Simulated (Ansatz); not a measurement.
# CH4BClSi: an energy map over bond length B1–Si2 and dihedral H5–B1–Si2–C3

Aim: map the energy of CH4BClSi, SMILES B[SiH]=CCl over two coordinates, and find its wells, ridges and stiffness.

The runs use Ansatz 0.2.0; RHF/def2-TZVP.

## 1. Where the work starts

SMILES `B[SiH]=CCl`, 8 atoms, charge 0, spin multiplicity 1.

Atoms are counted from 1 here; the program's logs count them from 0.

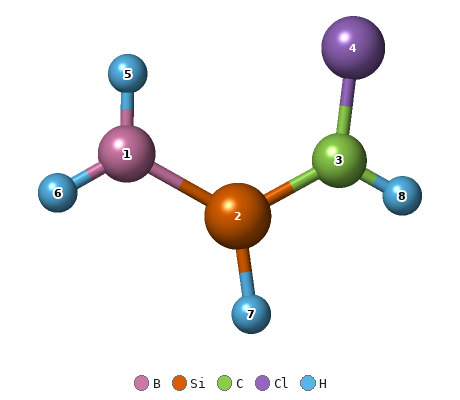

As it starts; boron pink, silicon orange, carbon green, chlorine purple, hydrogen blue; atoms are numbered from 1 in the order of the file.

Geometry (Å):

```xyz
8
charge 0, multiplicity 1
B    -0.74061    1.51930   -0.26416
Si    0.46695    0.18965    0.50326
C     0.45595   -1.50951   -0.00643
Cl   -0.58003   -2.19135   -1.20053
H    -1.52350    1.16080   -1.12019
H    -0.72070    2.67859    0.09608
H     1.50335    0.41516    1.56482
H     1.13858   -2.26264    0.42715
```

This geometry comes from a loose relaxation at PBE in a small basis, which is not shown.

## 2. Geometry optimisation

The input, input.yaml:

```yaml
crystal:
  periodic: [false, false, false]
  atoms:
    - { symbol: B, position_ang: [-0.74061, 1.519303, -0.264157] }
    - { symbol: Si, position_ang: [0.466952, 0.189655, 0.503258] }
    - { symbol: C, position_ang: [0.455951, -1.509512, -0.006435] }
    - { symbol: Cl, position_ang: [-0.580029, -2.191349, -1.200532] }
    - { symbol: H, position_ang: [-1.523503, 1.160799, -1.120188] }
    - { symbol: H, position_ang: [-0.7207, 2.67859, 0.09608] }
    - { symbol: H, position_ang: [1.503354, 0.415162, 1.564825] }
    - { symbol: H, position_ang: [1.138585, -2.262638, 0.427149] }
basis:
  gaussian: { orbitals: def2-TZVP }
hamiltonian:
  xc: hf
output:
  forces: true
relax:
  f_tol: 0.003
  max_steps: 120
```

The run is started by

```bash
> ansatz run input.yaml --threads 1 --pin off --max-ram 2560MiB --backend cpu --events-out ev --progress --plain --runs-dir out
```

What it wrote, shortened:

```text
Warning: RAYON_NUM_THREADS=1 ignored (pool sized by the plan → 1); use --threads N
[...]
Functional definition: HF
[...]
1264 factors; their error is unknown
[...]
mean field -22129.79389235 eV, -813.2549254309 hartree, gradient 1.6e-5 eV, S^2 0.000000; 0 other end points of the search recorded, 0 dependent functions left out
[...]
reference -22129.79389235 eV, -813.2549254309 hartree; 23, 23 occupied and 137, 137 virtual orbitals, 1264 factors
relax step   1: F+E_penalty+E_count = -22129.79389235 eV  Δ(F+E_penalty+E_count) = +0.000e0 eV  max|allowed force component| = 2.296e0 eV/Å  Δτ_max = 0.0000 Å  (34 SCF iters, accepted)
[...]
relax step   7: F+E_penalty+E_count = -22129.92845962 eV  Δ(F+E_penalty+E_count) = -2.276e-5 eV  max|allowed force component| = 3.054e-3 eV/Å  Δτ_max = 0.0018 Å  (35 SCF iters, accepted)
[...]
relax step   8: F+E_penalty+E_count = -22129.92846197 eV  Δ(F+E_penalty+E_count) = -2.356e-6 eV  max|allowed force component| = 3.285e-4 eV/Å  Δτ_max = 0.0011 Å  (35 SCF iters, accepted)
1264 factors; their error is unknown
[...]
mean field -22129.92846197 eV, -813.2598707733 hartree, gradient 1.3e-5 eV, S^2 0.000000; 1 other end points of the search recorded, 0 dependent functions left out
[...]
reference -22129.92846197 eV, -813.2598707733 hartree; 23, 23 occupied and 137, 137 virtual orbitals, 1264 factors
Total energy: -22129.92846197 eV, -813.2598707733 hartree
Atom 0 at    -0.747183     1.519817    -0.270048 Å, force     0.000145     0.000015     0.000134 eV/Å
Atom 1 at     0.479212     0.129202     0.497743 Å, force     0.000160     0.000152     0.000188 eV/Å
Atom 2 at     0.468935    -1.510669     0.005785 Å, force    -0.000196     0.000009    -0.000178 eV/Å
Atom 3 at    -0.568554    -2.204124    -1.193438 Å, force     0.000149    -0.000068     0.000119 eV/Å
Atom 4 at    -1.526738     1.214471    -1.107744 Å, force    -0.000249     0.000329    -0.000133 eV/Å
Atom 5 at    -0.702809     2.645803     0.103559 Å, force    -0.000174     0.000064    -0.000145 eV/Å
Atom 6 at     1.466143     0.449225     1.538681 Å, force    -0.000071    -0.000320    -0.000158 eV/Å
Atom 7 at     1.130995    -2.243714     0.425461 Å, force     0.000235    -0.000181     0.000174 eV/Å
Dipole moment:     0.125176     0.352052     0.223592 e Å
```

Wall time 69 s (1 thread of Arm Neoverse N1, shared host); peak memory 0.33 GiB.

The steps of the relaxation:

```csv
step,energy from step 1 (eV),largest force component (eV/Å)
1,0.0000,2.2962
2,-0.1155,0.9919
3,-0.1335,0.0832
4,-0.1329,0.1398
5,-0.1343,0.0501
6,-0.1345,0.0116
7,-0.1346,0.0031
8,-0.1346,0.0003
```

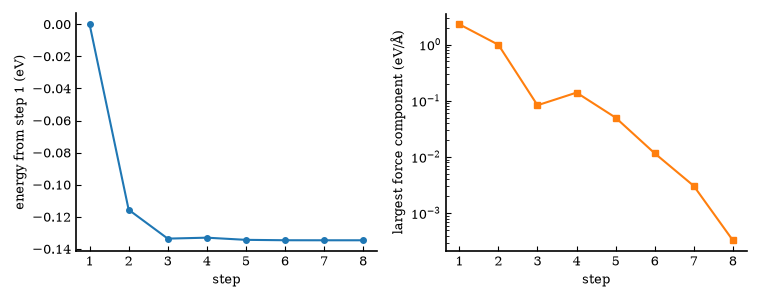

Energy and force, step by step.

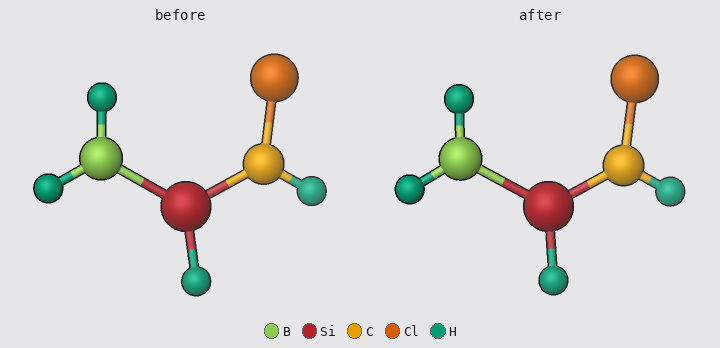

The geometry before (left) and after (right).

Close pairs (by a distance rule), those that changed most:

```csv
bond,before (Å),after (Å),change (Å)
Si2–C3,1.774,1.712,-0.062
B1–Si2,1.953,2.007,+0.054
C3–H8,1.105,1.073,-0.032
Si2–H7,1.501,1.470,-0.031
B1–H5,1.214,1.184,-0.030
B1–H6,1.214,1.187,-0.027
C3–Cl4,1.722,1.731,+0.009
```

## 3. Setting up the map

The axes are (1) bond length B1–Si2: 15 values from 1.726 to 2.810 Å; (2) dihedral H5–B1–Si2–C3: 15 values from −180 to 156 °, periodic.

Nothing else is relaxed (all other coordinates rigid). Energies count from the relaxed molecule at the same level. Points are written as (first, second).

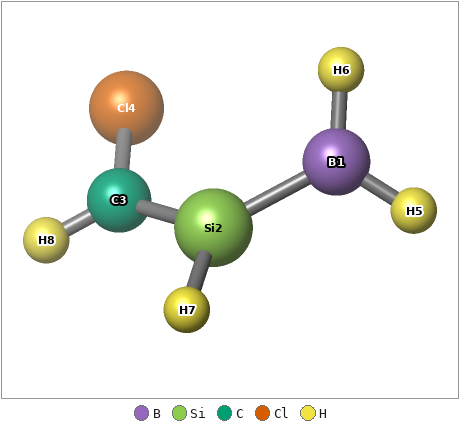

The geometry at (1.803 Å, −132°).

Below, 2 of the grid's runs; all are launched alike.

## 4. Grid point (1.803 Å, −132°)

The input, input.yaml:

```yaml
crystal:
  periodic: [false, false, false]
  atoms:
    - { symbol: B, position_ang: [-0.747183, 1.519817, -0.270048] }
    - { symbol: Si, position_ang: [0.35465, 0.270443, 0.419761] }
    - { symbol: C, position_ang: [0.602626, 0.057884, 2.100425] }
    - { symbol: Cl, position_ang: [-0.142452, 0.980443, 3.361037] }
    - { symbol: H, position_ang: [-1.526738, 1.214471, -1.107744] }
    - { symbol: H, position_ang: [-0.702809, 2.645803, 0.103559] }
    - { symbol: H, position_ang: [1.116532, -0.653268, -0.432467] }
    - { symbol: H, position_ang: [1.261918, -0.69043, 2.496865] }
basis:
  gaussian: { orbitals: def2-TZVP }
hamiltonian:
  xc: hf
output:
  forces: true
```

The run is started by

```bash
> ansatz run input.yaml --threads 1 --pin off --max-ram 2560MiB --backend cpu --events-out ev --progress --plain --runs-dir out
```

What it wrote, shortened:

```text
Warning: RAYON_NUM_THREADS=1 ignored (pool sized by the plan → 1); use --threads N
[...]
Functional definition: HF
[...]
1264 factors; their error is unknown
[...]
mean field -22129.39230359 eV, -813.2401673161 hartree, gradient 1.4e-5 eV, S^2 0.000000; 0 other end points of the search recorded, 0 dependent functions left out
[...]
reference -22129.39230359 eV, -813.2401673161 hartree; 23, 23 occupied and 137, 137 virtual orbitals, 1264 factors
Total energy: -22129.39230359 eV, -813.2401673161 hartree
Atom 0 at    -0.747183     1.519817    -0.270048 Å, force    -2.683430     3.027846    -1.643816 eV/Å
Atom 1 at     0.354650     0.270443     0.419761 Å, force     2.910331    -3.146138     1.984912 eV/Å
Atom 2 at     0.602626     0.057884     2.100425 Å, force     0.296802     0.020091    -0.107656 eV/Å
Atom 3 at    -0.142452     0.980443     3.361037 Å, force    -0.056040     0.085919     0.027714 eV/Å
Atom 4 at    -1.526738     1.214471    -1.107744 Å, force    -0.066959     0.193575    -0.194264 eV/Å
Atom 5 at    -0.702809     2.645803     0.103559 Å, force    -0.218539    -0.013759    -0.027738 eV/Å
Atom 6 at     1.116532    -0.653268    -0.432467 Å, force    -0.054143    -0.074060    -0.045570 eV/Å
Atom 7 at     1.261918    -0.690430     2.496865 Å, force    -0.128022    -0.093473     0.006417 eV/Å
Dipole moment:     0.063651    -0.068146    -0.481703 e Å
```

Wall time 6.9 s (1 thread of Arm Neoverse N1, shared host); peak memory 0.32 GiB.

On the map this point reads 0.54 eV.

## 5. Grid point (2.035 Å, −180°)

The input, input.yaml:

```yaml
crystal:
  periodic: [false, false, false]
  atoms:
    - { symbol: B, position_ang: [-0.747183, 1.519817, -0.270048] }
    - { symbol: Si, position_ang: [0.496428, 0.109681, 0.508522] }
    - { symbol: C, position_ang: [1.657827, 0.444273, 1.721166] }
    - { symbol: Cl, position_ang: [1.946926, 1.98631, 2.451877] }
    - { symbol: H, position_ang: [-1.526738, 1.214471, -1.107744] }
    - { symbol: H, position_ang: [-0.702809, 2.645803, 0.103559] }
    - { symbol: H, position_ang: [0.462375, -1.2908, 0.064122] }
    - { symbol: H, position_ang: [2.30735, -0.309893, 2.122615] }
basis:
  gaussian: { orbitals: def2-TZVP }
hamiltonian:
  xc: hf
output:
  forces: true
```

The run is started by

```bash
> ansatz run input.yaml --threads 1 --pin off --max-ram 2560MiB --backend cpu --events-out ev --progress --plain --runs-dir out
```

What it wrote, shortened:

```text
Warning: RAYON_NUM_THREADS=1 ignored (pool sized by the plan → 1); use --threads N
[...]
Functional definition: HF
[...]
1264 factors; their error is unknown
[...]
mean field -22129.92163399 eV, -813.2596198494 hartree, gradient 1.2e-5 eV, S^2 0.000000; 0 other end points of the search recorded, 0 dependent functions left out
[...]
reference -22129.92163399 eV, -813.2596198494 hartree; 23, 23 occupied and 137, 137 virtual orbitals, 1264 factors
Total energy: -22129.92163399 eV, -813.2596198494 hartree
Atom 0 at    -0.747183     1.519817    -0.270048 Å, force     0.227786    -0.213832     0.155645 eV/Å
Atom 1 at     0.496428     0.109681     0.508522 Å, force    -0.174869     0.318219    -0.074198 eV/Å
Atom 2 at     1.657827     0.444273     1.721166 Å, force    -0.012584    -0.024526    -0.019295 eV/Å
Atom 3 at     1.946926     1.986310     2.451877 Å, force    -0.002229     0.010923     0.001078 eV/Å
Atom 4 at    -1.526738     1.214471    -1.107744 Å, force    -0.059465    -0.001289    -0.057420 eV/Å
Atom 5 at    -0.702809     2.645803     0.103559 Å, force     0.039281    -0.099518     0.008439 eV/Å
Atom 6 at     0.462375    -1.290800     0.064122 Å, force    -0.017517     0.011894    -0.013311 eV/Å
Atom 7 at     2.307350    -0.309893     2.122615 Å, force    -0.000404    -0.001870    -0.000939 eV/Å
Dipole moment:    -0.236692    -0.237460    -0.296899 e Å
```

Run time: 6.8 s. Hardware: 1 thread of Arm Neoverse N1, shared host; peak memory 0.32 GiB.

Energy on the map's scale: 0.007 eV.

## 6. The map

120 points were computed, 105 more follow by symmetry. Energies in eV, from the relaxed molecule at the same level:

```csv
"dihedral H5–B1–Si2–C3 (°) ↓, bond length B1–Si2 (Å) →",1.726,1.803,1.881,1.958,2.035,2.113,2.190,2.268,2.345,2.423,2.500,2.577,2.655,2.732,2.810
156,0.88,0.44,0.17,0.05,0.03,0.09,0.21,0.38,0.57,0.79,1.02,1.25,1.50,1.74,1.99
132,1.00,0.54,0.25,0.12,0.09,0.14,0.25,0.41,0.59,0.81,1.03,1.27,1.51,1.75,2.00
108,1.13,0.64,0.33,0.18,0.14,0.18,0.28,0.43,0.62,0.82,1.05,1.28,1.52,1.76,2.00
84,1.16,0.66,0.35,0.20,0.15,0.19,0.29,0.44,0.62,0.83,1.05,1.28,1.52,1.76,2.00
60,1.07,0.59,0.30,0.15,0.11,0.16,0.27,0.42,0.61,0.82,1.04,1.27,1.52,1.76,2.00
36,0.94,0.48,0.21,0.08,0.05,0.11,0.23,0.39,0.58,0.79,1.02,1.26,1.50,1.75,1.99
12,0.84,0.40,0.14,0.03,0.01,0.08,0.20,0.36,0.56,0.78,1.01,1.25,1.50,1.74,1.99
−12,0.84,0.40,0.14,0.03,0.01,0.08,0.20,0.36,0.56,0.78,1.01,1.25,1.50,1.74,1.99
−36,0.94,0.48,0.21,0.08,0.05,0.11,0.23,0.39,0.58,0.79,1.02,1.26,1.50,1.75,1.99
−60,1.07,0.59,0.30,0.15,0.11,0.16,0.27,0.42,0.61,0.82,1.04,1.27,1.52,1.76,2.00
−84,1.16,0.66,0.35,0.20,0.15,0.19,0.29,0.44,0.62,0.83,1.05,1.28,1.52,1.76,2.00
−108,1.13,0.64,0.33,0.18,0.14,0.18,0.28,0.43,0.62,0.82,1.05,1.28,1.52,1.76,2.00
−132,1.00,0.54,0.25,0.12,0.09,0.14,0.25,0.41,0.59,0.81,1.03,1.27,1.51,1.75,2.00
−156,0.88,0.44,0.17,0.05,0.03,0.09,0.21,0.38,0.57,0.79,1.02,1.25,1.50,1.74,1.99
−180,0.83,0.39,0.14,0.02,0.01,0.07,0.20,0.36,0.56,0.78,1.01,1.25,1.50,1.74,1.99
```

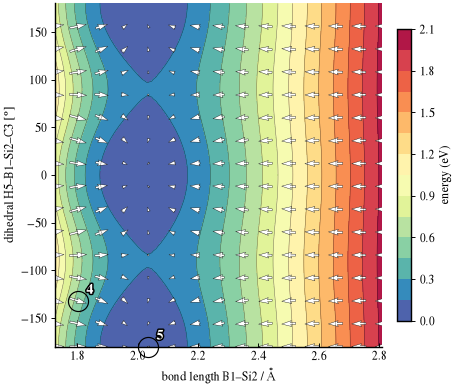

The map; numbers mark the steps of this session that print a point's run. In the figure: filled contours, arrows along the force (downhill), longer where it is stronger. Between grid points the surface is interpolated.

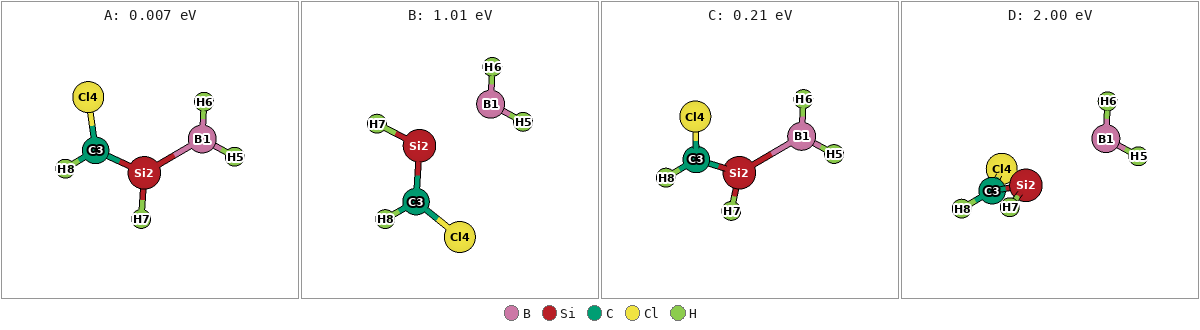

Structures on the grid, at one scale: A at (2.035 Å, −180°); B at (2.500 Å, 12°); C at (2.190 Å, 156°); D at (2.810 Å, −84°).

On the same grid, largest force on an atom (eV/Å):

```csv
"dihedral H5–B1–Si2–C3 (°) ↓, bond length B1–Si2 (Å) →",1.726,1.803,1.881,1.958,2.035,2.113,2.190,2.268,2.345,2.423,2.500,2.577,2.655,2.732,2.810
156,6.8,4.2,2.3,0.8,0.3,1.1,1.7,2.1,2.4,2.6,2.7,2.8,2.8,2.8,2.7
132,7.4,4.7,2.7,1.2,0.4,1.0,1.5,1.9,2.2,2.5,2.6,2.7,2.7,2.7,2.7
108,8.1,5.3,3.2,1.6,0.6,0.9,1.5,1.9,2.1,2.4,2.5,2.6,2.7,2.7,2.7
84,8.3,5.4,3.3,1.7,0.7,0.9,1.5,1.8,2.1,2.4,2.5,2.6,2.7,2.7,2.6
60,7.7,5.0,2.9,1.4,0.5,0.9,1.5,1.9,2.2,2.4,2.6,2.6,2.7,2.7,2.7
36,7.1,4.5,2.5,1.0,0.3,1.0,1.6,2.0,2.3,2.5,2.6,2.7,2.7,2.7,2.7
12,6.7,4.1,2.2,0.7,0.3,1.1,1.7,2.1,2.4,2.6,2.7,2.8,2.8,2.8,2.7
−12,6.7,4.1,2.2,0.7,0.3,1.1,1.7,2.1,2.4,2.6,2.7,2.8,2.8,2.8,2.7
−36,7.1,4.5,2.5,1.0,0.3,1.0,1.6,2.0,2.3,2.5,2.6,2.7,2.7,2.7,2.7
−60,7.7,5.0,2.9,1.4,0.5,0.9,1.5,1.9,2.2,2.4,2.6,2.6,2.7,2.7,2.7
−84,8.3,5.4,3.3,1.7,0.7,0.9,1.5,1.8,2.1,2.4,2.5,2.6,2.7,2.7,2.6
−108,8.1,5.3,3.2,1.6,0.6,0.9,1.5,1.9,2.1,2.4,2.5,2.6,2.7,2.7,2.7
−132,7.4,4.7,2.7,1.2,0.4,1.0,1.5,1.9,2.2,2.5,2.6,2.7,2.7,2.7,2.7
−156,6.8,4.2,2.3,0.8,0.3,1.1,1.7,2.1,2.4,2.6,2.7,2.8,2.8,2.8,2.7
−180,6.7,4.1,2.1,0.7,0.4,1.2,1.7,2.1,2.4,2.6,2.7,2.8,2.8,2.8,2.7
```

The dipole moment (D) at each point:

| dihedral H5–B1–Si2–C3 (°) ↓, bond length B1–Si2 (Å) → | 1.726 | 1.803 | 1.881 | 1.958 | 2.035 | 2.113 | 2.190 | 2.268 | 2.345 | 2.423 | 2.500 | 2.577 | 2.655 | 2.732 | 2.810 |
| --- | --- | --- | --- | --- | --- | --- | --- | --- | --- | --- | --- | --- | --- | --- | --- |
| 156 | 1.65 | 1.83 | 2.00 | 2.15 | 2.29 | 2.41 | 2.53 | 2.64 | 2.74 | 2.84 | 2.94 | 3.04 | 3.14 | 3.24 | 3.35 |
| 132 | 2.24 | 2.36 | 2.46 | 2.55 | 2.62 | 2.70 | 2.77 | 2.84 | 2.91 | 2.98 | 3.06 | 3.14 | 3.22 | 3.31 | 3.40 |
| 108 | 2.96 | 2.96 | 2.95 | 2.95 | 2.96 | 2.98 | 3.00 | 3.03 | 3.07 | 3.11 | 3.17 | 3.23 | 3.29 | 3.37 | 3.45 |
| 84 | 3.17 | 3.12 | 3.08 | 3.06 | 3.05 | 3.05 | 3.06 | 3.08 | 3.11 | 3.14 | 3.19 | 3.25 | 3.31 | 3.38 | 3.46 |
| 60 | 2.62 | 2.67 | 2.72 | 2.77 | 2.81 | 2.85 | 2.90 | 2.94 | 3.00 | 3.05 | 3.12 | 3.18 | 3.26 | 3.34 | 3.43 |
| 36 | 1.89 | 2.05 | 2.20 | 2.32 | 2.44 | 2.54 | 2.63 | 2.73 | 2.81 | 2.90 | 2.99 | 3.08 | 3.17 | 3.27 | 3.37 |
| 12 | 1.50 | 1.69 | 1.87 | 2.03 | 2.18 | 2.32 | 2.45 | 2.57 | 2.68 | 2.79 | 2.90 | 3.00 | 3.11 | 3.21 | 3.32 |
| −12 | 1.50 | 1.69 | 1.87 | 2.03 | 2.18 | 2.32 | 2.45 | 2.57 | 2.68 | 2.79 | 2.90 | 3.00 | 3.11 | 3.21 | 3.32 |
| −36 | 1.89 | 2.05 | 2.20 | 2.32 | 2.44 | 2.54 | 2.63 | 2.73 | 2.81 | 2.90 | 2.99 | 3.08 | 3.17 | 3.27 | 3.37 |
| −60 | 2.62 | 2.67 | 2.72 | 2.77 | 2.81 | 2.85 | 2.90 | 2.94 | 3.00 | 3.05 | 3.12 | 3.18 | 3.26 | 3.34 | 3.43 |
| −84 | 3.17 | 3.12 | 3.08 | 3.06 | 3.05 | 3.05 | 3.06 | 3.08 | 3.11 | 3.14 | 3.19 | 3.25 | 3.31 | 3.38 | 3.46 |
| −108 | 2.96 | 2.96 | 2.95 | 2.95 | 2.96 | 2.98 | 3.00 | 3.03 | 3.07 | 3.11 | 3.17 | 3.23 | 3.29 | 3.37 | 3.45 |
| −132 | 2.24 | 2.36 | 2.46 | 2.55 | 2.62 | 2.70 | 2.77 | 2.84 | 2.91 | 2.98 | 3.06 | 3.14 | 3.22 | 3.31 | 3.40 |
| −156 | 1.65 | 1.83 | 2.00 | 2.15 | 2.29 | 2.41 | 2.53 | 2.64 | 2.74 | 2.84 | 2.94 | 3.04 | 3.14 | 3.24 | 3.35 |
| −180 | 1.46 | 1.64 | 1.83 | 2.00 | 2.15 | 2.30 | 2.43 | 2.55 | 2.67 | 2.78 | 2.89 | 3.00 | 3.10 | 3.21 | 3.32 |

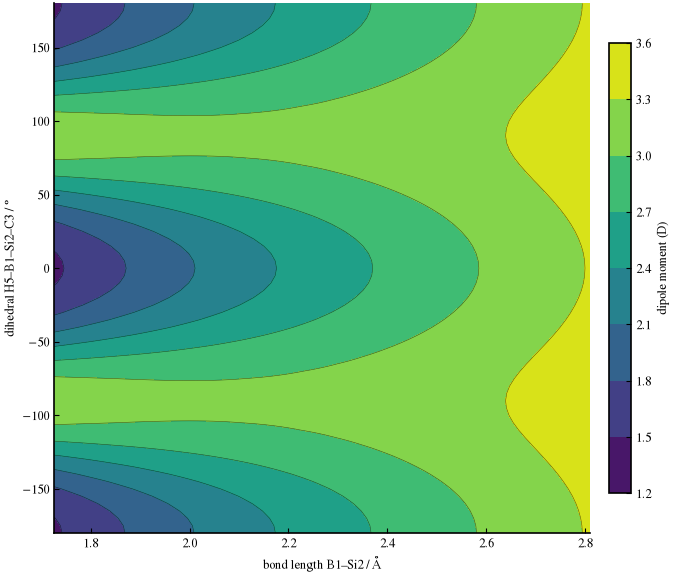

The dipole moment over the grid. Drawn: filled contours.

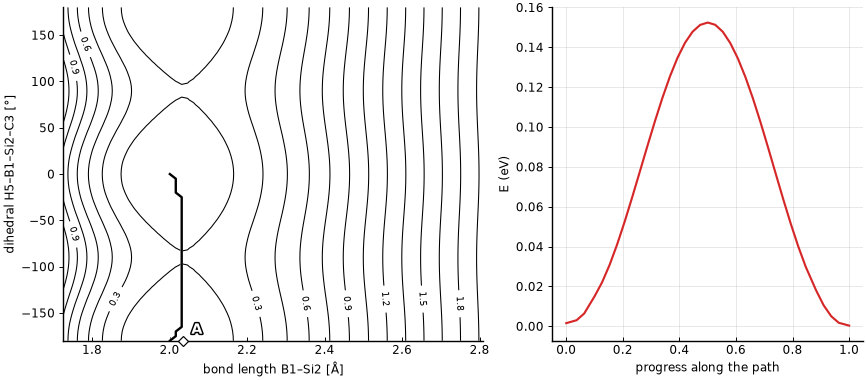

The easiest path on the interpolated surface, from A. The picture shows contour lines labelled in eV, a line along the lowest path, the energy along the path at the right.

## 7. Outcome

```
                       quantity                                                                          value
                   lowest point                                                     (2.035 Å, −180°), 0.007 eV
         highest computed point                                      (2.810 Å, −84°), 2.00 eV above the lowest
largest force on an atom (eV/Å)      0.3 at (2.035 Å, −36°) to 8.3 at (1.726 Å, −84°); 0.4 at the lowest point
              dipole moment (D)  1.46 at (1.726 Å, −180°) to 3.46 at (2.810 Å, −84°); 2.15 at the lowest point
        time for the whole task                                                17 min on 1 thread, shared host
```

The lowest computed point is at (2.035 Å, −180°), 0.007 eV from the relaxed molecule at the same level; the map holds 2 wells of about this depth. The grid is coarse, so the lowest point of the scanned range may lie between grid points; coordinates that were held can hide deeper minima. The grid shows no well of another kind. The highest computed point, (2.810 Å, −84°), lies 2.00 eV above the lowest. On the interpolated surface the easiest way out of the lowest well to the well at (2.035 Å, −12°) passes a barrier of about 0.15 eV. Round the minimum the two coordinates are nearly uncoupled.
